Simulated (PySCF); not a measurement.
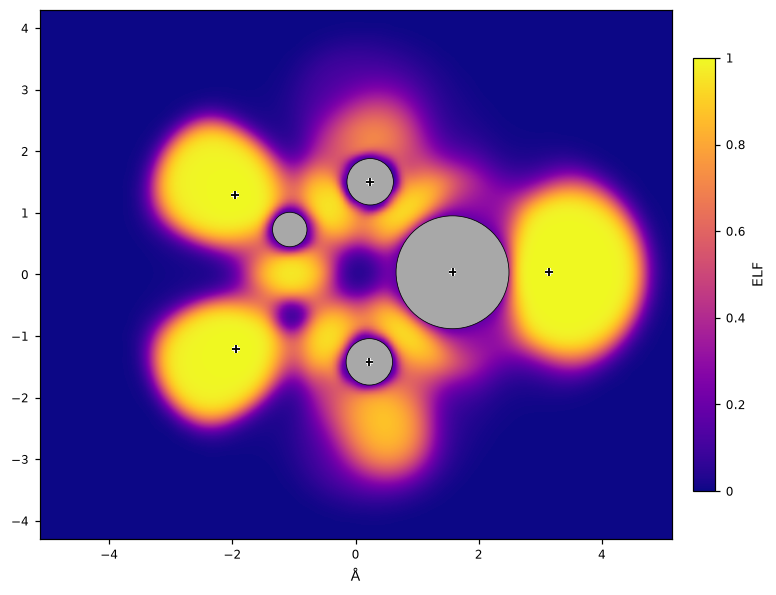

The ELF on a plane through atoms (crosses mark nuclei in the plane; grey discs cover the cores).

These are results of CAM-B3LYP/def2-SVPD, SCF density, gas phase in PySCF, not measurements.

Candidates:
A. C5H11Ga (SMILES C[C@H]1C[CH2][GaH][CH2]1)
B. C3H7BrSi2 (SMILES C#C[C@H](Br)[SiH2][SiH3])
C. C4H8AlBS2 (SMILES C#[C][Al]([S]C)[S]BC)

> Which system is this?

Candidate A: C5H11Ga on the plane of atoms C4, Ga5 and C6, which holds C, Ga and H. C–Ga (1.98 Å): the ELF peaks at about 0.90 in the valence shell of C, 0.7 Å from its nucleus, and is about 0.60 at the midpoint. Ga–H (1.57 Å): the ELF climbs to about 1 towards the hydrogen.
